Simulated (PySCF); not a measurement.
SMILES FC(F)(F)[SiH2]C=C, singlet at its GFN2-xTB optimised geometry (Å):

```
12

C      1.3382    -1.6373     0.0000
C      0.0102    -1.6373     0.0000
Si    -1.0959    -0.1220     0.0000
C      0.0659     1.4430     0.0488
F     -0.6385     2.5926     0.0853
F      0.8790     1.4743     1.1255
F      0.8751     1.5398    -1.0271
H      1.9159    -0.7285     0.0025
H      1.9099    -2.5526    -0.0021
H     -0.5017    -2.5926    -0.0025
H     -1.9159     0.0062     1.2041
H     -1.8628     0.0444    -1.2343
```

Computed with PySCF with PBE0/def2-TZVP. Cells within 0.4 Å of a nucleus heavier than hydrogen are left out (blank, or x).

Map of the electron localisation function on the plane z = 1.2 Å:

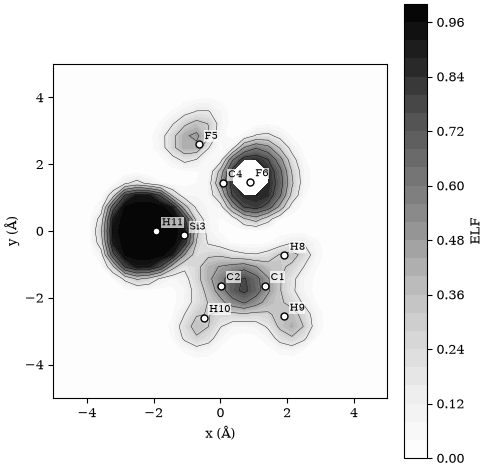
Figure: Electron localisation function on the plane z = 1.2 Å.
